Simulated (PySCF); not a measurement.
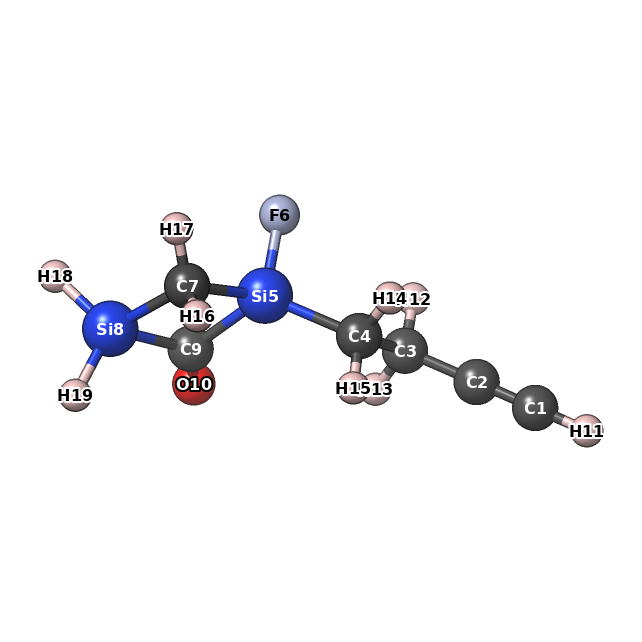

The geometry was computed by an optimisation with GFN2-xTB. No frequency run is at hand to confirm it as a minimum. Electric field gradients from the ground-state density, PBE0/pcSseg-1 (PySCF 2.14.0), non-relativistic apart from any core potentials.

Give the largest field-gradient component, the quadrupole coupling constant and the asymmetry for 17O at O10 (Q = −25.6 mb), 2H at H11 (Q = 2.86 mb), 2H at H12 (Q = 2.86 mb), 2H at H13 (Q = 2.86 mb), 2H at H14 (Q = 2.86 mb).

```json
{"atom": "O10", "V_zz (a.u.)": "−2.110", "e²qQ/h (MHz)": "12.69", "η": "0.74"}
{"atom": "H11", "V_zz (a.u.)": "0.398", "e²qQ/h (MHz)": "0.267", "η": "0.00"}
{"atom": "H12", "V_zz (a.u.)": "0.296", "e²qQ/h (MHz)": "0.199", "η": "0.03"}
{"atom": "H13", "V_zz (a.u.)": "0.295", "e²qQ/h (MHz)": "0.198", "η": "0.04"}
{"atom": "H14", "V_zz (a.u.)": "0.306", "e²qQ/h (MHz)": "0.206", "η": "0.04"}
```

The geometry is semi-empirical. Around Si such bond lengths and angles can be off by a tenth of an ångström or more and by several degrees, and values that hang on the shape move with them.
